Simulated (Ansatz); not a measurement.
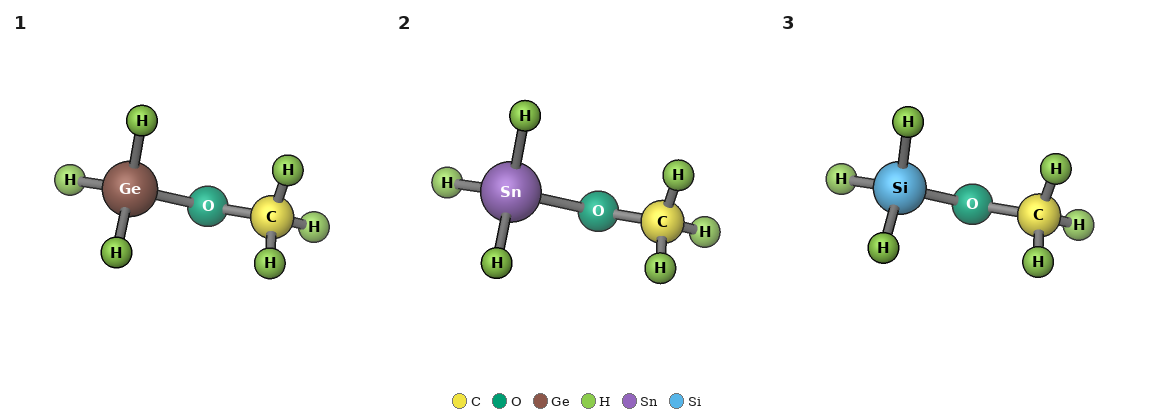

3 molecules with one skeleton, seen from the same side and at one scale. Charge 0, singlet. Computed geometries: PBE0-D4/def2-TZVP optimisations, one conformation each. Properties computed with Ansatz 0.2.0. Elements past Kr carry core potentials.

One atom differs, called X below: Ge in panel 1, Sn in panel 2, Si in panel 3. Their formulas are CH6GeO (`C[O][GeH3]`), CH6OSn (`C[O][SnH3]`), CH6OSi (`CO[SiH3]`).

Rank them by the HOMO energy (Kohn–Sham orbital), lowest first (r2SCAN-D4/def2-TZVPP).

3 (Si), 1 (Ge), 2 (Sn).

Rank them by the length of X–O, lowest first (PBE0-D4/def2-TZVP).

3 (Si), 1 (Ge), 2 (Sn).

Give the values. With PBE0-D4/def2-TZVP: mean length of X–H (Å), length of X–O (Å), mean angle O–X–H (°). With r2SCAN-D4/def2-TZVPP: dipole moment (D), HOMO energy (Kohn–Sham orbital) (eV), HOMO–LUMO gap (eV).

| quantity | 1 (Ge) | 2 (Sn) | 3 (Si) |
| --- | --- | --- | --- |
| mean length of X–H (Å) | 1.538 | 1.706 | 1.487 |
| length of X–O (Å) | 1.779 | 1.968 | 1.642 |
| mean angle O–X–H (°) | 107.6 | 106.2 | 109.4 |
| dipole moment (D) | 1.06 | 1.33 | 1.08 |
| HOMO energy (Kohn–Sham orbital) (eV) | −6.54 | −6.26 | −7.00 |
| HOMO–LUMO gap (eV) | 6.34 | 5.46 | 6.88 |
